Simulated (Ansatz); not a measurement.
# AlH3O (SMILES [H][Al]([H])[OH]) at 6 levels

Aim: a comparison of 6 runs (B3LYP/STO-3G, BCCD(T)/STO-3G, CCSDT(Q)/STO-3G, CCSDTQ/STO-3G, CCSD(T)/STO-3G, UCCSD(T)/STO-3G) of AlH3O. 

The calculation is run with Ansatz 0.2.0.

56 further runs of the same task are left out: 56 set aside as unsound or not needed.

## 1. The molecule

AlH3O has 5 atoms, charge 0, and is taken as a singlet. As SMILES, `[H][Al]([H])[OH]`. The H2–Al1 distance was set to 3.829 Å, away from the relaxed value. At this shape a bond of the SMILES string is far longer than usual.

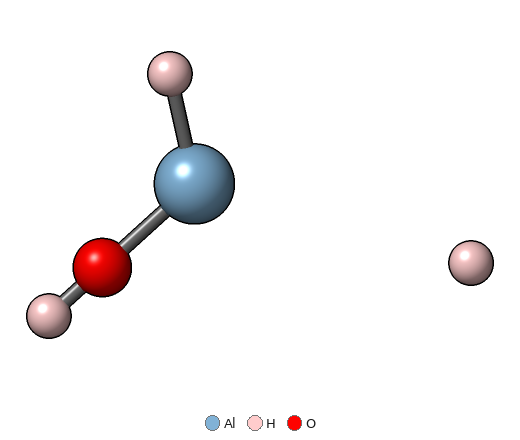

Viewed from a chosen angle; aluminium light blue, hydrogen pink, oxygen red.

## 2. The energy at B3LYP/STO-3G (run 1)

Input file molecule.yaml:

```yaml
crystal:
  periodic: [false, false, false]
  atoms:
    - symbol: Al
      position_ang: [-2.019009, 0.501954, 0.058892]
    - symbol: H
      position_ang: [1.798980, 0.417230, -0.221380]
    - symbol: H
      position_ang: [-2.771799, 1.819844, -0.143648]
    - symbol: O
      position_ang: [-2.846229, -0.869196, 0.394822]
    - symbol: H
      position_ang: [-3.325059, -1.666496, 0.583962]
basis:
  gaussian:
    orbitals: STO-3G
hamiltonian:
  xc: {name: B3LYP}
accuracy: high
```

On the command line:

```sh
$ ansatz run molecule.yaml --threads 1 --pin off --max-ram 2610MiB --events-out events.jsonl --progress --plain --runs-dir runs
```

Standard output:

```text
Warning: RAYON_NUM_THREADS=1 ignored (pool sized by the plan → 1); use --threads N
Functional definition: B3LYP
  name "B3LYP"
  parameter a0 = 0.2
  parameter ax = 0.72
  parameter ac = 0.81
  exchange = (1 - a0 - ax)*slater_x + ax*b88_x + a0*exact_x
  correlation = (1 - ac)*vwn_rpa_c + ac*lyp_c
279 factors; integrals over basis functions are off by at most 4.0e-9 eV
mean field evaluation 1: about -8568.6885 eV, gradient 2.9e1 eV
mean field evaluation 2: about -8548.3722 eV, gradient 7.0e1 eV
mean field evaluation 4: about -8571.2007 eV, gradient 1.2e1 eV
mean field evaluation 8: about -8562.4538 eV, gradient 1.1e1 eV
mean field evaluation 16: about -8577.0210 eV, gradient 1.2e-3 eV
mean field -8577.02098329 eV, -315.1997074225 hartree, gradient 2.8e-8 eV, S^2 0.000000; 0 other end points of the search recorded, 0 dependent functions left out
reference -8577.02101557 eV, -315.1997086086 hartree; 12, 12 occupied and 5, 5 virtual orbitals, 279 factors
Total energy: -8577.02101557 eV, -315.1997086086 hartree
```

It took 1.8 s on 1 thread of Intel Xeon Platinum 8259CL at 2.50GHz (Skylake/Cascade Lake), shared host; peak memory 0.11 GiB.

## 3. A single-point energy at BCCD(T)/STO-3G (run 2)

Input file job.yaml:

```yaml
crystal:
  periodic: [false, false, false]
  atoms:
    - {symbol: Al, position_ang: [-2.019009, 0.501954, 0.058892]}
    - {symbol: H, position_ang: [1.798980, 0.417230, -0.221380]}
    - {symbol: H, position_ang: [-2.771799, 1.819844, -0.143648]}
    - {symbol: O, position_ang: [-2.846229, -0.869196, 0.394822]}
    - {symbol: H, position_ang: [-3.325059, -1.666496, 0.583962]}
basis:
  gaussian: {orbitals: STO-3G}
correlation: {method: bccd_t, frozen_orbitals: {Al: 5, H: 0, O: 1}}
accuracy: high
scf: {omitted_lower_state_checks: [cluster_reference, increment]}
```

On the command line:

```sh
$ ansatz run job.yaml --threads 1 --pin off --max-ram 2610MiB --events-out events.jsonl --progress --plain --runs-dir runs
```

Standard output:

```text
Warning: RAYON_NUM_THREADS=1 ignored (pool sized by the plan → 1); use --threads N
[... 12 lines left out ...]
6 core orbitals not correlated: weight in the atoms' cores, before any rotation towards them, 1.000 or more for the frozen orbitals, at most 0.000 for the correlated occupied ones
[... 35 lines left out ...]
WARN: these amplitudes may be one of several solutions (largest doubles amplitude 0.87, level shift 11.36 eV)
Total energy: -8557.48579399 eV, -314.4818024571 hartree
Checks for a lower state left out: cluster_reference, increment
```

Run time: 0.36 s. Hardware: 1 thread of Intel Xeon Platinum 8259CL at 2.50GHz (Skylake/Cascade Lake), shared host.

Runs 3 to 5 aren't shown in full; the table further down has their settings and results.

## 4. A single-point energy at UCCSD(T)/STO-3G (run 6)

Input file input.yaml:

```yaml
crystal:
  periodic: [false, false, false]
  atoms:
    - {symbol: Al, position_ang: [-2.019009, 0.501954, 0.058892]}
    - {symbol: H, position_ang: [1.798980, 0.417230, -0.221380]}
    - {symbol: H, position_ang: [-2.771799, 1.819844, -0.143648]}
    - {symbol: O, position_ang: [-2.846229, -0.869196, 0.394822]}
    - {symbol: H, position_ang: [-3.325059, -1.666496, 0.583962]}
basis:
  gaussian: {orbitals: STO-3G}
magnetization: {spin_polarized: true}
correlation: {method: ccsd_t, frozen_orbitals: {Al: 5, H: 0, O: 1}}
accuracy: high
scf: {omitted_lower_state_checks: [cluster_reference, increment]}
```

On the command line:

```sh
$ ansatz run input.yaml --threads 1 --pin off --max-ram 2610MiB --events-out events.jsonl --progress --plain --runs-dir runs
```

Standard output:

```text
Warning: RAYON_NUM_THREADS=1 ignored (pool sized by the plan → 1); use --threads N
[... 14 lines left out ...]
6 core orbitals not correlated: weight in the atoms' cores, before any rotation towards them, 1.000 or more for the frozen orbitals, at most 0.000 for the correlated occupied ones
[... 35 lines left out ...]
Total energy: -8557.38744297 eV, -314.4781881235 hartree
Checks for a lower state left out: cluster_reference, increment
```

Run time: 0.93 s. Hardware: 1 thread of Intel Xeon Platinum 8259CL at 2.50GHz (Skylake/Cascade Lake), shared host.

## 5. All runs side by side

```
run            level  frozen core orbitals  energy (Eh)  wall time
  1     B3LYP/STO-3G                     –  -315.199709      1.8 s
  2   BCCD(T)/STO-3G                     6  -314.481802     0.36 s
  3  CCSDT(Q)/STO-3G                     6  -314.478655     0.47 s
  4    CCSDTQ/STO-3G                     6  -314.478766      4.2 s
  5   CCSD(T)/STO-3G                     6  -314.485275     0.37 s
  6  UCCSD(T)/STO-3G                     6  -314.478188     0.93 s
```

## 6. Summary of results

| quantity | value |
| --- | --- |
| run 6: total energy | -314.47819 Eh |
| run 6: correlation energy (6 core orbitals frozen) | -70.8 mEh |
| run 6: (T) correction | -3.31 mEh |
| run 6: ⟨S²⟩ of the reference determinant | 1.007 |
| run 6: T1 diagnostic | 0.022 |

In run 5 the T1 diagnostic is large, so a single reference may not serve. In runs 2, 3, 4, 5 the log says that unrestricted orbitals would lower the reference, so the values rest on an unstable closed-shell determinant (other closed-shell runs at this shape may share the fault). In runs 1, 2, 3, 4, 5, 6 the basis is minimal, so the values are rough. Spin contamination of the reference: run 6 ⟨S²⟩ = 1.01. Where it is this large, the reference is a mixture of spin states, and values that rest on it are in doubt. All runs together took 8.1 s, the longest 4.2 s.
